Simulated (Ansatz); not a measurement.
# MgMn2Si2: relaxing a made-up structure, part 2 of 2

Starting from a made-up structure for MgMn2Si2, the aim is the relaxed cell, its shortest contacts and, where a second run follows, its electronic structure.

Ansatz 0.2.0; DFT, PBE, plane-wave PAW, files of the set soft_1, scalar-relativistic, ferromagnetic start, cell and ions relaxed at zero pressure; PAW set soft_1 (the session's first sound run).

So far: Set-up; Relaxing cell and atoms. The relaxed cell has a = 3.913, c = 6.188 Å (conventional setting).

**3. Bands of the relaxed cell**

With the geometry fixed, one more self-consistent run, with a narrower smearing and the mesh shown in its input, gives the bands, and its pressure, and its forces where symmetry allows any, show how far the geometry depends on these settings.

This step: DFT, PBE, plane-wave PAW, files of the set soft_1, scalar-relativistic, ferromagnetic start, bands and density of states at the relaxed cell; PAW set soft_1 (Ansatz 0.2.0).

input.yaml reads:

```yaml
crystal:
  lattice:
    - [3.9132379453, 0.0, 0.0]
    - [-1.9566189727, 3.3889634717, 0.0]
    - [0.0, 0.0, 6.187626722]
  atoms:
    - { symbol: Mn, position: [0.6666666667, 0.3333333333, 0.3562405989], spin: 2.1 }
    - { symbol: Mn, position: [0.3333333333, 0.6666666667, 0.6437594011], spin: 2.1 }
    - { symbol: Si, position: [0.6666666667, 0.3333333333, 0.737118182] }
    - { symbol: Si, position: [0.3333333333, 0.6666666667, 0.262881818] }
    - { symbol: Mg, position: [0.0, 0.0, 0.0] }
magnetization:
  spin_polarized: true
kpoints:
  mp_grid: { grid: [10, 10, 6] }
  band_path:
    path:
      - [[0.0, 0.0, 0.0], [0.5, 0.0, 0.0], [0.33333333, 0.33333333, 0.0], [0.0, 0.0, 0.0], [0.0, 0.0, 0.5], [0.5, 0.0, 0.5], [0.33333333, 0.33333333, 0.5], [0.0, 0.0, 0.5]]
      - [[0.5, 0.0, 0.5], [0.5, 0.0, 0.0]]
      - [[0.33333333, 0.33333333, 0.0], [0.33333333, 0.33333333, 0.5]]
    npoints: 8
scf:
  occupations: { method: fermi_dirac, width: 0.03 }
  n_extra_bands: 12
hamiltonian:
  xc: pbe
  pseudopotentials: { kind: paw, azcp: { folder: soft_1 } }
output:
  forces: true
  stress: true
  write_bands: true
  dos: { projected: true }
  write_density: true
  write_potential: true
  elf: true
  volumetric_format: npy
```

The run is started by

```
> ansatz run input.yaml --threads 4 --pin off --max-ram 8192MiB --backend cpu --events-out ev --progress --plain --runs-dir out
```

Numbers of over 12 decimals in the logs are rounded to 6 here.

Log:

```text
[...]
Crystal: 5 atoms, lattice volume = 82.059 Å³
Basis set: ecut = 420 eV, 1617 PW (Γ), exchange–correlation on 54×54×90 points (8 copies of the dense FFT grid, shifted against one another)
Bands: 36, of which v1, the nominal top of the filled ones, is band 24 counted from 1 (23 counted from 0)
Symmetry: 12 space group operations
[...]
k-points: 72 of 600
[...]
Starting moments: Σ|m| = 4.2 μB on 2 of 5 sites
[...]
SCF iter   1: F=—  HF=-10992.480169 eV  |F-HF|=—  |Δ(HF+E_count)|=         —  Δρ=3.51e-2 (↑2.25e-2 ↓3.51e-2)  dr2=3.62e0  dr2_m=1.15e-1  M=4.219 μB ∫|m|=4.663 μB  β_m=0.30  ethr=3.10e-3  ⟨swp⟩=6.4  Hψ=22323  notcnv=0  defer=1
[...]
SCF iter  14: F=-10992.565310 eV  HF=-10992.565310 eV  |F-HF|=6.87e-9  |Δ(HF+E_count)|=   1.52e-9  Δρ=1.52e-6 (↑1.45e-6 ↓1.52e-6)  dr2=8.56e-9  dr2_m=1.22e-11  M=4.196 μB ∫|m|=5.064 μB  ethr=2.78e-11  ⟨swp⟩=12.4  Hψ=33679  notcnv=0
SCF 1 converged in 14 iterations: F = -10992.565310 eV  dr2 = 8.56e-9
[...]
NSCF: frozen V_eff on 75 k-points
SCF converged after 14 iterations
Magnetization: 4.1956 μB (26.0978 up, 21.9022 down)
Absolute magnetization: 5.0644 μB (∫|ρ↑−ρ↓|, with the PAW one-centre terms)
[...]
Per-site moments (μB) at R_I (Å): [(2.076285, 0.961946), (2.076285, 0.961946), (-0.110492, 0.961946), (-0.110492, 0.961946), (-0.016672, 1.148377)]
Free energy (F): -10992.565310 eV
[...]
Internal energy: -10992.555861 eV  (E = F + TS)
E sigma→0 (E₀):  -10992.560585 eV
Entropy (-TS):   -0.009449 eV (-1.890 meV/atom)
Fermi energy:    9.689262 eV
[...]
--- Forces (eV/Å), atoms counted from 1 ---
  atom   1  Mn    -0.00000000     0.00000000     0.00350902
  atom   2  Mn     0.00000000    -0.00000000    -0.00350902
  atom   3  Si     0.00000000     0.00000000    -0.00487849
  atom   4  Si     0.00000000    -0.00000000     0.00487849
  atom   5  Mg    -0.00000000     0.00000000     0.00000000
  max |Σ_I F_I| component: 1.85e-17 eV/Å
--- Stress (GPa, compression-positive) ---
       -0.188317       0.000000       0.000000
        0.000000      -0.188317      -0.000000
        0.000000      -0.000000      -0.015909
  P = ⅓ Tr σ = -0.1308 GPa (-1.308 kbar)
--- Band table (eV; the first three rows and the last of 144) ---
  k-point 0 ↑: bands = [... 20 lower, 8.1146, 8.1146, 8.4004, 8.8864, 8.8864, 12.4443, 12.4443, 13.7182, ... 8 higher]
  k-point 1 ↑: bands = [... 20 lower, 8.1465, 8.1465, 8.3880, 8.8822, 8.8822, 12.5310, 12.5310, 13.3029, ... 8 higher]
  k-point 2 ↑: bands = [... 20 lower, 8.2123, 8.2123, 8.3721, 8.8704, 8.8704, 12.4628, 12.7811, 12.7811, ... 8 higher]
  k-point 71 ↓: bands = [... 20 lower, 8.9831, 9.5384, 9.7530, 10.0421, 10.1001, 10.9267, 11.0551, 11.9108, ... 8 higher]
```

Elapsed: 12 s, on 4 threads of Arm Neoverse V2, shared host; peak memory 0.59 GiB.

Reading the cycles: dr2 is the Hartree energy of the density residual (eV), the measure of convergence; HF is the Harris–Foulkes estimate of the energy, which meets the free energy F at convergence.

This step gave:

```yaml
free_energy: -10992.5653 eV
energy_at_zero_smearing: -10992.5606 eV
smearing_term_ts: 0.009449 eV
fermi_energy: 9.689 eV
magnetization: 4.196 μB
absolute_magnetization: 5.064 μB
site_moments: 2.076, 2.076, -0.1105, -0.1105, -0.01667 μB
pressure: -0.1308 GPa
```

bands.tsv at the labelled points (eV, zero at the Fermi level; the bands that come nearest the Fermi level along the path):

| point | band_24_up | band_25_up | band_26_up | band_20_dn | band_21_dn | band_22_dn | band_23_dn | band_24_dn |
| --- | --- | --- | --- | --- | --- | --- | --- | --- |
| Γ | -0.80 | 2.76 | 2.76 | -0.19 | -0.19 | 0.91 | 0.91 | 0.97 |
| M | -0.94 | -0.89 | -0.33 | -0.64 | -0.12 | 0.45 | 0.68 | 0.86 |
| K | -1.47 | -0.30 | -0.30 | -1.21 | -0.21 | 0.47 | 0.67 | 0.67 |
| Γ | -0.80 | 2.76 | 2.76 | -0.19 | -0.19 | 0.91 | 0.91 | 0.97 |
| A | -0.83 | 2.32 | 3.38 | 0.04 | 0.04 | 0.93 | 0.93 | 1.10 |
| L | -0.99 | -0.74 | 0.16 | -0.59 | -0.40 | 0.35 | 0.49 | 0.77 |
| H | -1.15 | -0.78 | -0.78 | -0.83 | -0.18 | 0.21 | 0.21 | 0.39 |
| A | -0.83 | 2.32 | 3.38 | 0.04 | 0.04 | 0.93 | 0.93 | 1.10 |
| L | -0.99 | -0.74 | 0.16 | -0.59 | -0.40 | 0.35 | 0.49 | 0.77 |
| M | -0.94 | -0.89 | -0.33 | -0.64 | -0.12 | 0.45 | 0.68 | 0.86 |
| K | -1.47 | -0.30 | -0.30 | -1.21 | -0.21 | 0.47 | 0.67 | 0.67 |
| H | -1.15 | -0.78 | -0.78 | -0.83 | -0.18 | 0.21 | 0.21 | 0.39 |

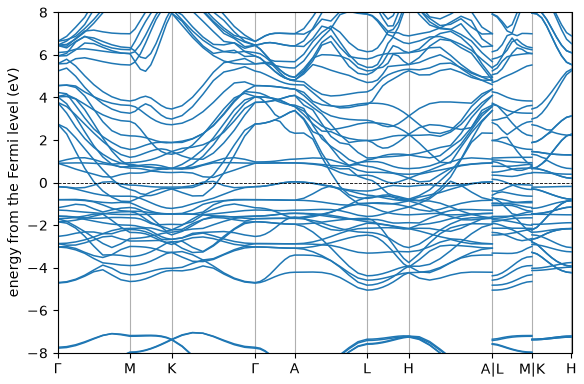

Bands along the path. 24 bands lie wholly below the window drawn.

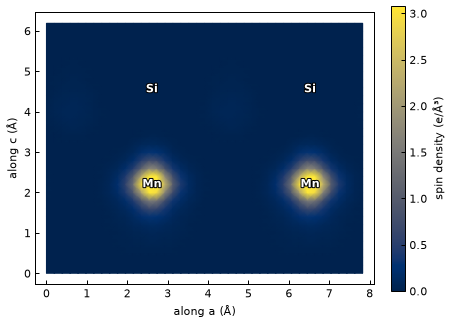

Spin density in the ac plane at fractional y = 0.333, with atoms of Mn and Si within 0.2 Å of it.

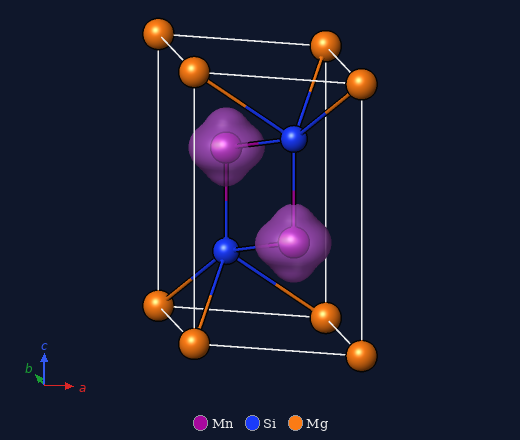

Surface of spin density = 0.21 e/Å³, which holds about 70 % of the integral of its size. Bonds to atoms that aren't drawn are left out.

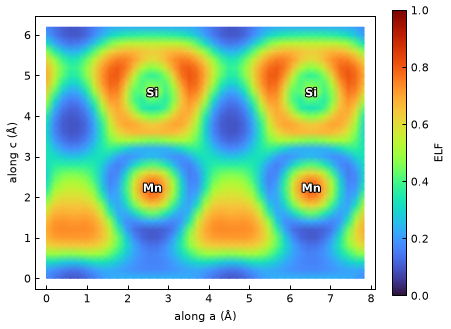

ELF in the ac plane at fractional y = 0.333, with atoms of Mn and Si within 0.2 Å of it. It is the smooth field of the valence electrons, not physical close to the nuclei.

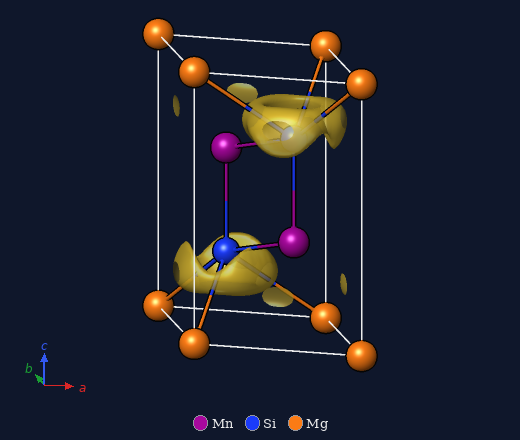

Surface of ELF = 0.75. Bonds to atoms that aren't drawn are left out.

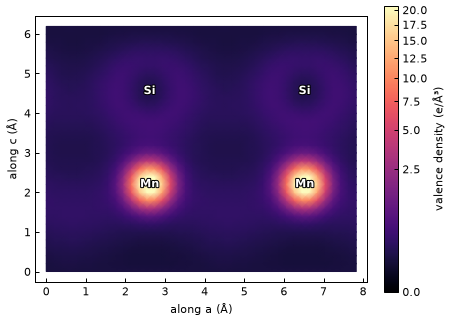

Valence density in the ac plane at fractional y = 0.333, with atoms of Mn and Si within 0.2 Å of it. It is the smooth field of the valence electrons, not physical close to the nuclei. The colour scale is stretched toward low values.

**4. What came out**

```json
{"space group, relaxed": "P-3m1", "conventional cell": "a = 3.913, b = 3.913, c = 6.188 Å; α = 90.0°, β = 90.0°, γ = 120.0°", "volume per atom": "16.41 Å³ (guess 17.41)", "total moment": "4.25 μB in the cell of 5 atoms"}
```

MgMn2Si2 relaxes to P-3m1 with a = 3.913, b = 3.913 and c = 6.188 Å. The guessed volume was 6 % too large. The space group P-3m1 was held in the relaxation, so the end point is a stationary structure within it and may be a saddle against distortions or other arrangements. The input starts from parallel moments, and no other start was typed. Bands cross the Fermi level, so it is a metal or semimetal at this level. On the 10×10×6 mesh with the narrower smearing (relaxed on 8×8×4) the largest force component is 0.005 eV/Å and the largest stress component is 0.188 GPa, against the relaxation's thresholds of 0.015 eV/Å and 0.05 GPa. The cutoff wasn't tested. No dispersion term is used, so weakly bound directions may come out too long. Nothing here tests whether the compound is stable against decomposition.

[Logs are printed without paths, hosts, clocks, repeated set-up lines and the standing remarks that a program may print on its own settings, such as how far it seeks lower states.]

[Hosts, paths, dates, database ids (printed as entryN), source tags and the programs' standing remarks are cut or masked in the printed files.]
